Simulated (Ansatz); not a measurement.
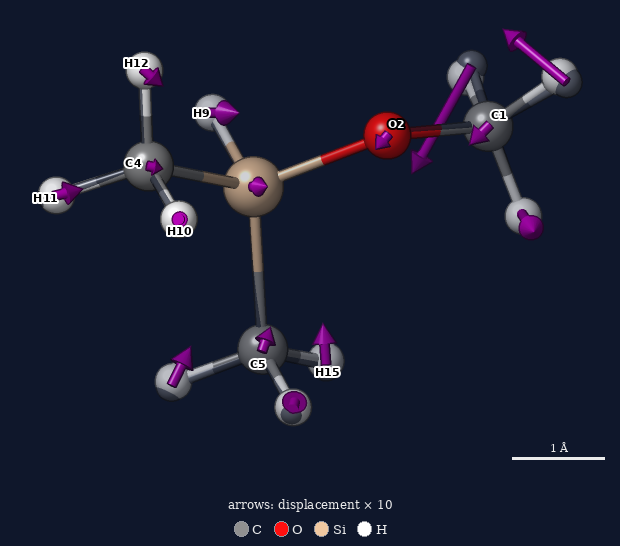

A relaxation of C$_{3}$H$_{10}$OSi. The starting structure is drawn faded, the final one solid; purple arrows show the displacements, 10 times their true length. The two geometries are superimposed by the best rigid fit.

The picture is a ball-and-stick view, seen at a tilt.

The start comes from PBE-D4/def2-SVP.

All numbers below come from RKS PBE0-D4/def2-TZVP in Ansatz.

Input
```yaml
crystal:
  periodic: [false, false, false]
  atoms:
    - {symbol: C, position_ang: [-1.021135, 0.016241, 2.103435]}
    - {symbol: O, position_ang: [0.122368, -0.205148, 1.308807]}
    - {symbol: Si, position_ang: [0.059919, -0.421830, -0.366235]}
    - {symbol: C, position_ang: [1.809658, -0.848486, -0.890214]}
    - {symbol: C, position_ang: [-0.557034, 1.138384, -1.229103]}
    - {symbol: H, position_ang: [-1.773824, -0.802822, 2.006520]}
    - {symbol: H, position_ang: [-0.712720, 0.066053, 3.168858]}
    - {symbol: H, position_ang: [-1.535456, 0.975859, 1.857539]}
    - {symbol: H, position_ang: [-0.887756, -1.559826, -0.677935]}
    - {symbol: H, position_ang: [2.503373, -0.017125, -0.650118]}
    - {symbol: H, position_ang: [1.858130, -1.033932, -1.982874]}
    - {symbol: H, position_ang: [2.169769, -1.758060, -0.369270]}
    - {symbol: H, position_ang: [0.114732, 1.996981, -1.022515]}
    - {symbol: H, position_ang: [-0.592400, 0.987146, -2.328311]}
    - {symbol: H, position_ang: [-1.579223, 1.415665, -0.899284]}
basis:
  gaussian: {orbitals: def2-TZVP}
hamiltonian: {xc: pbe0, dispersion: d4}
relax: {f_tol: 0.005, max_steps: 150}
```

### Which element moves most?

Hydrogen: up to 0.14 Å, against 0.03 Å for carbon.

### What happened in the run?

The energy falls by 1.85 kcal/mol in 8 geometry steps. Largest force component: 0.81 eV/Å at the start, 0.0026 eV/Å at the end. H6 moves most after the best rigid fit: 0.14 Å. By element the largest moves are H 0.14 Å, C 0.03 Å, Si 0.03 Å, O 0.02 Å. Near-neighbour distances that change, for instance: O2–Si3 1.690 → 1.650 Å, Si3–C5 1.887 → 1.867 Å, C1–H6 1.117 → 1.097 Å, C1–H7 1.110 → 1.092 Å.
